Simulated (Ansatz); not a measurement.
## Run report: BN2H7, nudged elastic band

The run: nudged elastic band of BN2H7. Method and program: RKS B3LYP-D4/6-31G* (Ansatz 0.2.0).

One setting was made poor on purpose. It belongs to a series of runs on one base structure; here: band between the two ends.

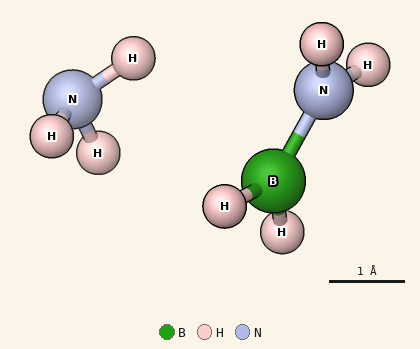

Fig. 1: The starting structure (ball-and-stick view, seen at a tilt).

### Results in brief

| quantity | value |
| --- | --- |
| outcome | converged |
| barrier, forward | 0.012 eV |
| barrier, backward | 0.708 eV |
| hardware | 1 thread of Arm Neoverse V1, 24 GiB of memory available, shared host |
| wall time | 46 s |
| peak memory | 0.11 GiB |

A deliberately poor setting: few images. The order of the saddle point was not checked.

### Input file
```yaml
crystal:
  periodic: [false, false, false]
  atoms:
    - { symbol: B, position_ang: [0.065038, -0.288855, -0.289297] }
    - { symbol: H, position_ang: [-0.127225, -0.856924, 0.746172] }
    - { symbol: "N", position_ang: [1.368778, -0.196219, -0.77696] }
    - { symbol: H, position_ang: [2.169353, -0.593309, -0.303506] }
    - { symbol: H, position_ang: [1.603129, 0.2415, -1.658064] }
    - { symbol: H, position_ang: [-0.82931, 0.176586, -0.933615] }
    - { symbol: "N", position_ang: [0.067419, 2.429628, 1.37174] }
    - { symbol: H, position_ang: [0.84565, 2.041793, 0.840933] }
    - { symbol: H, position_ang: [-0.703942, 2.507312, 0.709513] }
    - { symbol: H, position_ang: [-0.205792, 1.701189, 2.030386] }
basis:
  gaussian: { orbitals: "6-31G*" }
hamiltonian:
  xc: b3lyp
  dispersion: d4
neb:
  order_check: false
  images: 2
  f_tol: 0.05
  max_iterations: 60
  climbing: false
  final_atoms:
    - { symbol: B, position_ang: [0.23037483, 0.69373242, -0.73893062] }
    - { symbol: H, position_ang: [-0.42109756, 0.09256005, 3.2080208] }
    - { symbol: "N", position_ang: [1.46097236, 0.05867872, -1.02839491] }
    - { symbol: H, position_ang: [1.52989291, -0.68467379, -1.70528427] }
    - { symbol: H, position_ang: [2.33645303, 0.26560309, -0.56837904] }
    - { symbol: H, position_ang: [-0.74907246, 0.3482658, -1.33873513] }
    - { symbol: "N", position_ang: [0.10131867, 1.72146892, 0.23016307] }
    - { symbol: H, position_ang: [0.8696181, 2.10950443, 0.75973458] }
    - { symbol: H, position_ang: [-0.77536416, 2.18967, 0.39731593] }
    - { symbol: H, position_ang: [-0.32999773, 0.36789138, 2.52179159] }
  initial_path:
    images:
      - { positions_ang: [[0.065038, -0.288855, -0.289297], [-0.127225, -0.856924, 0.746172], [1.368778, -0.196219, -0.77696], [2.169353, -0.593309, -0.303506], [1.603129, 0.2415, -1.658064], [-0.82931, 0.176586, -0.933615], [0.067419, 2.429628, 1.37174], [0.84565, 2.041793, 0.840933], [-0.703942, 2.507312, 0.709513], [-0.205792, 1.701189, 2.030386]] }
      - { positions_ang: [[0.02497467, -0.09412361, -0.11226197], [-0.06833004, -0.30029087, 1.25900752], [1.36876226, -0.05541837, -0.76574511], [1.95119056, -0.79710436, -0.77688155], [1.75311663, 0.70516295, -1.22622322], [-0.94857466, 0.06800485, -0.74303286], [0.07022873, 1.97460716, 0.85080592], [0.57377421, 1.98232128, 1.32274421], [-0.40548677, 2.52961431, 0.2158166], [-0.0665576, 1.14992765, 1.71307246]] }
      - { positions_ang: [[0.08008695, 0.23340553, -0.26213984], [-0.16628756, 0.01620382, 2.07962378], [1.39949372, 0.02954753, -0.84955675], [1.7380372, -0.82755929, -1.24414097], [1.99755797, 0.71319731, -0.8629949], [-0.92182881, 0.12523145, -0.8780729], [0.08152862, 1.73855413, 0.47028028], [0.58176358, 2.00489175, 1.29567807], [-0.42929415, 2.42373365, 0.11175091], [-0.10795951, 0.70549511, 1.87687432]] }
      - { positions_ang: [[0.23037483, 0.69373242, -0.73893062], [-0.42109756, 0.09256005, 3.2080208], [1.46097236, 0.05867872, -1.02839491], [1.52989291, -0.68467379, -1.70528427], [2.33645303, 0.26560309, -0.56837904], [-0.74907246, 0.3482658, -1.33873513], [0.10131867, 1.72146892, 0.23016307], [0.8696181, 2.10950443, 0.75973458], [-0.77536416, 2.18967, 0.39731593], [-0.32999773, 0.36789138, 2.52179159]] }
```

Command:
```bash
ansatz run input.yaml --threads 1 --pin off --max-ram 2048MiB --backend cpu --events-out ev --progress --plain --runs-dir out
```

### Output
```
Engine: ansatz 0.2.0, aarch64-unknown-linux-gnu
Functional definition: B3LYP
  parameter a0 = 0.2
  parameter ax = 0.72
  parameter ac = 0.81
  exchange = (1 - a0 - ax)*slater_x + ax*b88_x + a0*exact_x
  correlation = (1 - ac)*vwn_rpa_c + ac*lyp_c
721 factors; integrals over basis functions are off by at most 3.6e-4 eV
mean field evaluation 1: about -3762.1200 eV, gradient 6.8e1 eV
mean field evaluation 2: about -3753.0627 eV, gradient 9.2e1 eV
mean field evaluation 4: about -3771.2157 eV, gradient 3.5e0 eV
mean field evaluation 8: about -3771.2418 eV, gradient 1.3e-2 eV
mean field -3771.24176422 eV, -138.5905785957 hartree, gradient 2.0e-5 eV, S^2 0.000000; 0 other end points of the search recorded, 0 dependent functions left out
the calculation of the forces begins
reference -3771.24197508 eV, -138.5905863445 hartree; 13, 13 occupied and 46, 46 virtual orbitals, 721 factors
722 factors; integrals over basis functions are off by at most 9.0e-4 eV
mean field evaluation 16: about -3771.8657 eV, gradient 5.0e0 eV
mean field -3771.92276497 eV, -138.6156049117 hartree, gradient 4.0e-5 eV, S^2 0.000000; 0 other end points of the search recorded, 0 dependent functions left out
[... from here on the field's lines of each further geometry are left out, up to the last ...]
NEB iter   1: max|band force component| = 3.754e1 eV/Å  barrier→ = 9.6087 eV  barrier← = 10.3048 eV  Δτ_max = 0.1989 Å  (90 SCF iters)
NEB iter   2: max|band force component| = 7.256e0 eV/Å  barrier→ = 3.5723 eV  barrier← = 4.2684 eV  Δτ_max = 0.2000 Å  (54 SCF iters)
NEB iter   3: max|band force component| = 6.506e0 eV/Å  barrier→ = 1.7654 eV  barrier← = 2.4615 eV  Δτ_max = 0.2000 Å  (54 SCF iters)
NEB iter   4: max|band force component| = 1.535e0 eV/Å  barrier→ = 0.6272 eV  barrier← = 1.3232 eV  Δτ_max = 0.1983 Å  (51 SCF iters)
NEB iter   5: max|band force component| = 6.940e-1 eV/Å  barrier→ = 0.3791 eV  barrier← = 1.0751 eV  Δτ_max = 0.1978 Å  (52 SCF iters)
NEB iter   6: max|band force component| = 4.584e-1 eV/Å  barrier→ = 0.1581 eV  barrier← = 0.8542 eV  Δτ_max = 0.1783 Å  (49 SCF iters)
NEB iter   7: max|band force component| = 6.774e-1 eV/Å  barrier→ = 0.0567 eV  barrier← = 0.7527 eV  Δτ_max = 0.0894 Å  (50 SCF iters)
NEB iter   8: max|band force component| = 2.896e-1 eV/Å  barrier→ = 0.0234 eV  barrier← = 0.7194 eV  Δτ_max = 0.0349 Å  (45 SCF iters)
NEB iter   9: max|band force component| = 2.871e-1 eV/Å  barrier→ = 0.0153 eV  barrier← = 0.7113 eV  Δτ_max = 0.0358 Å  (47 SCF iters)
NEB iter  10: max|band force component| = 1.353e-1 eV/Å  barrier→ = 0.0124 eV  barrier← = 0.7084 eV  Δτ_max = 0.0167 Å  (46 SCF iters)
the calculation of the forces begins
reference -3771.20243276 eV, -138.5891331912 hartree; 13, 13 occupied and 46, 46 virtual orbitals, 721 factors
722 factors; integrals over basis functions are off by at most 5.6e-4 eV
mean field evaluation 192: about -3762.7461 eV, gradient 6.4e1 eV
mean field -3771.18916571 eV, -138.5886456359 hartree, gradient 1.4e-5 eV, S^2 0.000000; 1 other end points of the search recorded, 0 dependent functions left out
the calculation of the forces begins
reference -3771.18936065 eV, -138.5886527998 hartree; 13, 13 occupied and 46, 46 virtual orbitals, 722 factors
NEB iter  11: max|band force component| = 4.268e-2 eV/Å  barrier→ = 0.0119 eV  barrier← = 0.7079 eV  Δτ_max = 0.0000 Å  (88 SCF iters)
```

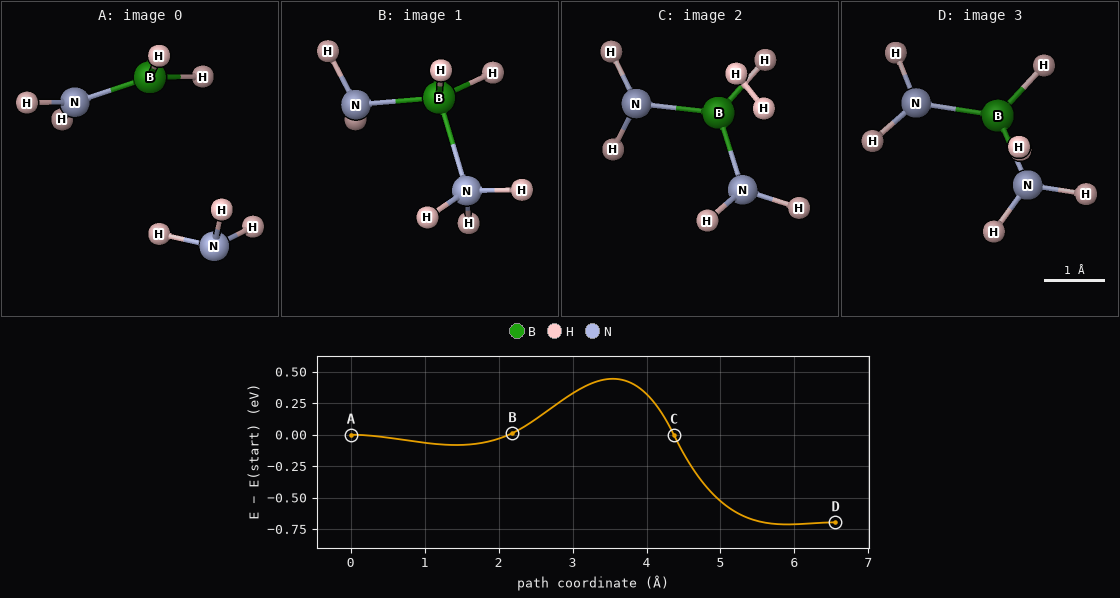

Fig. 2: Images of the last band (counted from 0; ball-and-stick, seen at a tilt) above the energy along the path; the line is a cubic interpolation that uses the forces. The highest image is number 1, 0.012 eV above the start and 0.708 eV above the end; the end lies 0.696 eV below the start. The path is 6.55 Å long. The band converged in 11 iterations.

```
Total energy: -3771.38296940 eV, -138.5957677902 hartree
Atom 0 at     0.180563     0.130993     0.146866 Å, force    -0.005315    -0.123698     0.009799 eV/Å
Atom 1 at     0.209177    -0.597529     1.125341 Å, force     0.038426    -0.093800    -0.168996 eV/Å
Atom 2 at     1.503128     0.201304    -0.582922 Å, force    -0.008589    -0.038992    -0.028675 eV/Å
Atom 3 at     1.817070    -0.735584    -0.830759 Å, force     0.108666     0.052145     0.133915 eV/Å
Atom 4 at     1.430491     0.693846    -1.473559 Å, force    -0.069602    -0.075799    -0.082889 eV/Å
Atom 5 at    -0.866087     0.029847    -0.479774 Å, force    -0.009720     0.004373    -0.074370 eV/Å
Atom 6 at     0.020571     1.627144     0.842153 Å, force    -0.064174     0.074125     0.159480 eV/Å
Atom 7 at     0.822292     1.806993     1.449375 Å, force    -0.014550     0.006271    -0.017128 eV/Å
Atom 8 at    -0.023536     2.377128     0.150576 Å, force    -0.040949     0.000973     0.037687 eV/Å
Atom 9 at    -0.840571     1.628558     1.390006 Å, force     0.065808     0.194401     0.031177 eV/Å
Dipole moment:    -0.179321     0.836690     0.229901 e Å
this run last wrote the band of iteration 11 to [file]
```

### The last band as extended XYZ (Å, eV, eV/Å)
```
10
Properties=species:S:1:pos:R:3:forces:R:3 image=0 energy=-3771.39466
B     0.0650   -0.2889   -0.2893    0.0024  -0.0146  -0.0072
H    -0.1272   -0.8569    0.7462    0.0014   0.0080   0.0028
N     1.3688   -0.1962   -0.7770   -0.0025   0.0015  -0.0011
H     2.1694   -0.5933   -0.3035   -0.0017   0.0030  -0.0005
H     1.6031    0.2415   -1.6581    0.0001  -0.0013   0.0050
H    -0.8293    0.1766   -0.9336    0.0016   0.0080   0.0032
N     0.0674    2.4296    1.3717   -0.0178  -0.0014  -0.0072
H     0.8457    2.0418    0.8409    0.0064  -0.0044  -0.0037
H    -0.7039    2.5073    0.7095    0.0080   0.0006   0.0086
H    -0.2058    1.7012    2.0304    0.0022   0.0006   0.0003
10
Properties=species:S:1:pos:R:3:forces:R:3 image=1 energy=-3771.38277
B     0.1806    0.1310    0.1469   -0.0053  -0.1237   0.0098
H     0.2092   -0.5975    1.1253    0.0384  -0.0938  -0.1690
N     1.5031    0.2013   -0.5829   -0.0086  -0.0390  -0.0287
H     1.8171   -0.7356   -0.8308    0.1087   0.0521   0.1339
H     1.4305    0.6938   -1.4736   -0.0696  -0.0758  -0.0829
H    -0.8661    0.0298   -0.4798   -0.0097   0.0044  -0.0744
N     0.0206    1.6271    0.8422   -0.0642   0.0741   0.1595
H     0.8223    1.8070    1.4494   -0.0146   0.0063  -0.0171
H    -0.0235    2.3771    0.1506   -0.0409   0.0010   0.0377
H    -0.8406    1.6286    1.3900    0.0658   0.1944   0.0312
10
Properties=species:S:1:pos:R:3:forces:R:3 image=2 energy=-3771.39527
B     0.2000    0.5680   -0.2998    0.0009   0.2798  -0.3705
H    -0.2477   -0.2193    1.8892   -0.3875   0.2465   0.5023
N     1.4787    0.0574   -0.6557   -0.0631  -0.0961  -0.0227
H     1.6279   -0.8686   -1.0218   -0.1801  -0.1218  -0.1652
H     2.0677    0.7399   -1.1063    0.4851   0.0452   0.2566
H    -0.8147   -0.0413   -0.4998    0.0187   0.0335  -0.0411
N     0.1890    1.8745    0.2775    0.1890   0.1448  -0.4033
H     0.9140    2.1319    0.9346    0.0816   0.1952  -0.3120
H    -0.6363    2.4351    0.3601   -0.3870   0.0783   0.2020
H    -0.5255    0.4851    1.8593    0.2424  -0.8055   0.3538
10
Properties=species:S:1:pos:R:3:forces:R:3 image=3 energy=-3772.09068
B     0.2304    0.6937   -0.7389    0.0019   0.0023  -0.0096
H    -0.4211    0.0926    3.2080   -0.0001   0.0016  -0.0030
N     1.4610    0.0587   -1.0284   -0.0012  -0.0076  -0.0045
H     1.5299   -0.6847   -1.7053    0.0007   0.0030   0.0022
H     2.3365    0.2656   -0.5684   -0.0006   0.0023   0.0007
H    -0.7491    0.3483   -1.3387   -0.0001  -0.0020   0.0030
N     0.1013    1.7215    0.2302    0.0016   0.0021   0.0104
H     0.8696    2.1095    0.7597    0.0000  -0.0002  -0.0015
H    -0.7754    2.1897    0.3973   -0.0007  -0.0008  -0.0015
H    -0.3300    0.3679    2.5218   -0.0016  -0.0008   0.0038
```
